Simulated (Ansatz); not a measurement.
Start from MoS2 in the 3R-MoS2 type structure (space group R3m, No. 160; a = 3.175 Å, c = 18.585 Å (hexagonal axes); layered, stacked along the Cartesian z axis).

Perturbation: every lattice vector is shortened by 1.37 %; the atoms relax in the strained cell.

All numbers come from r2SCAN+rVV10 (Ansatz, a first-principles code, PAW, no spin-orbit coupling).

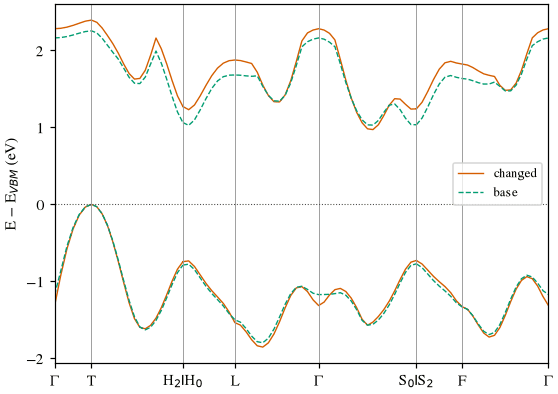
Fig. 1. Highest valence and lowest conduction band along the path, each from its own valence-band maximum

The gap is 0.97 eV, indirect, T → Γ–S₀ (56 % along); the base has 1.02 eV.

No phonon test of stability was made.
